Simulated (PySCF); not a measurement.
# F3H3NTm (Tm(F)3(NH3)): the cost of one run

Computed with PySCF 2.14.0. Level: several levels, as the steps say, no spin–orbit coupling.

1 further run of the same task is left out (for a known fault of the program).

## (1) Starting geometry

8 atoms, charge 0, spin multiplicity 1.

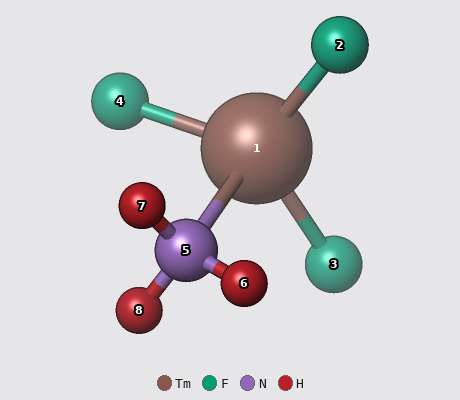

The structure; thulium brown, fluorine teal, nitrogen purple, hydrogen red; atoms are numbered from 1 in the order of the file.

Coordinates:

```mol
F3H3NTm
  3D, bonds by distance, orders not assigned

  8  7  0  0  0  0  0  0  0  0999 V2000
    0.0910   -0.0910    0.0910 Tm  0  0
    1.0586    1.3665    1.0586 F   0  0
   -1.3665   -1.0586    1.0586 F   0  0
    1.0586   -1.0586   -1.3665 F   0  0
   -1.3243    1.3243   -1.3243 N   0  0
   -1.9342    1.9342   -0.7759 H   0  0
   -0.7759    1.9342   -1.9342 H   0  0
   -1.9342    0.7759   -1.9342 H   0  0
  1  2  8  0
  1  3  8  0
  1  4  8  0
  1  5  8  0
  5  6  8  0
  5  7  8  0
  5  8  8  0
M  END
```

Formal oxidation states: Tm +3. Each metal's 12 4f electrons lie in its core potential, so multiplicities, spins and levels count the valence alone. An earlier session relaxed this geometry at PBE0, Tm lcecp-1-SVP with ECP58, F def2-SVP, N def2-SVP, H def2-SVP (singlet, point group C3v).

At PBE0 on the finer grid: E = -394.585631 Eh, HOMO -9.57 eV, LUMO -0.76 eV, Mulliken charge on Tm1 +1.14 e, largest force component 0.002 eV/Å. 

Levels to run: B3LYP; HF; PBE0, TZVP. Hardware: 2 threads of Arm Neoverse V1, shared host.

## (2) B3LYP

File run.py (the lines that set the calculation):

```python
mol = gto.M(atom='''
Tm     0.09102    -0.09102     0.09102
F      1.05863     1.36647     1.05863
F     -1.36647    -1.05863     1.05863
F      1.05863    -1.05863    -1.36647
N     -1.32426     1.32426    -1.32426
H     -1.93420     1.93420    -0.77590
H     -0.77590     1.93420    -1.93420
H     -1.93420     0.77590    -1.93420''',
    basis={'Tm': 'lcecp-1-SVP', 'F': 'def2-SVP', 'N': 'def2-SVP', 'H': 'def2-SVP'},
    ecp={'Tm': 'lcecp-1-SVP'},
    charge=0, spin=0)
mf = dft.RKS(mol, xc='B3LYP')
mf.grids.atom_grid = (75, 302)  # f atoms: unpruned, at least (60, 302)
mf = mf.density_fit()  # fitting sets: Tm AutoAux, F def2-universal-JKFIT, N def2-universal-JKFIT, H def2-universal-JKFIT
mf.conv_tol = 1e-08; mf.max_cycle = 55
mf.kernel(dm0)  # dm0: the density of the relaxed state
```

The run is started by

```bash
$ OMP_NUM_THREADS=2 python run.py
```

**Question.** How long does this run take on 2 threads of Arm Neoverse V1, shared host?

About 5.8 s.
